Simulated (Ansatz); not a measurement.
# Spin-orbit coupling in the work functions of 4d metals and their neighbours

Is spin-orbit coupling worth its cost for a work function, and how does its effect compare with the choice of functional?

**Method.** Ansatz 0.2.0, plane waves with PAW datasets (its set soft_2) at their recommended cutoffs; symmetric slabs of 7 layers (11 for bcc (111)) cut at the tabulated experimental lattice constant, atoms at bulk places, 18 Å of vacuum, k-spacing 0.16 Å⁻¹ (2π included), Fermi-Dirac smearing of 0.1 eV, SCF threshold 1e-9 eV. The work function is the vacuum level less the Fermi level; differences are formed before rounding. The spin-orbit runs use PBE and fully relativistic files.

The runs side by side:

```tsv
face	PBE (eV)	with spin-orbit (eV)	spin-orbit shift (eV)	LDA less PBE (eV)
Sr(100)	2.551	2.552	+0.001	+0.13
Sr(110)	2.586	2.587	+0.001	+0.13
Sr(111)	2.708	2.708	+0.001	+0.11
Y(0001)	3.370	3.371	+0.001	+0.16
Zr(0001)	4.192	4.193	0.000	+0.21
Nb(100)	3.723	3.723	0.000	+0.26
Nb(110)	4.542	4.542	0.000	+0.25
Nb(111)	3.412	3.413	+0.001	+0.28
Mo(100)	3.952	3.953	0.000	+0.32
Mo(110)	4.660	4.662	+0.002	+0.30
Mo(111)	3.710	3.714	+0.003	+0.30
Ru(0001)	5.067	5.067	+0.001	+0.36
Rh(100)	5.055	5.050	−0.005	+0.39
Rh(110)	4.678	4.672	−0.007	+0.38
Rh(111)	5.165	5.162	−0.004	+0.39
Pd(100)	5.086	5.075	−0.011	+0.42
Pd(110)	4.836	4.825	−0.011	+0.40
Pd(111)	5.220	5.211	−0.009	+0.42
Ag(100)	4.296	4.299	+0.004	+0.42
Ag(110)	4.120	4.125	+0.005	+0.42
Ag(111)	4.450	4.455	+0.005	+0.42
Cd(0001)	3.877	3.883	+0.006	+0.34
```

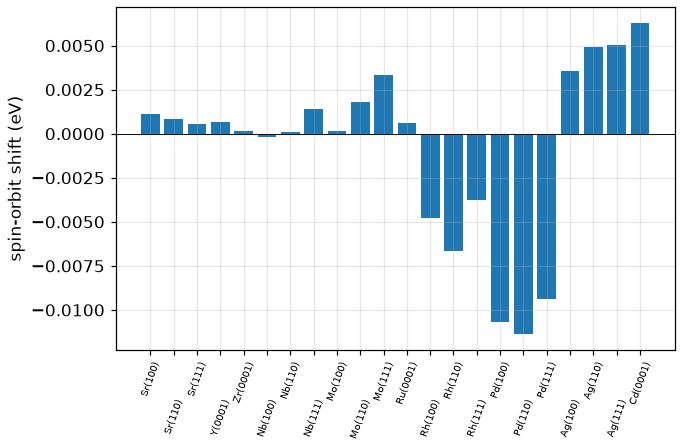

Shift of the work function by spin-orbit coupling.

What this shows: The shift runs from −0.011 eV (Pd(110)) to +0.006 eV (Cd(0001)), and passes 0.05 eV on 0 of 22 faces. The step from PBE to LDA is 0.11 to 0.42 eV on the same slabs. A spin-orbit run takes about 9 times the CPU time, which buys nothing here at the 0.02 eV level.

Caveats: The shift also holds the change of files, from scalar to fully relativistic ones. Faces are unreconstructed, differences are formed before rounding, and the CPU ratio is rough. The table is a selection: not every member that was run is listed.

[Logs are printed without paths, hosts, clocks, repeated set-up lines and the standing remarks that a program may print on its own settings, such as how far it seeks lower states.]
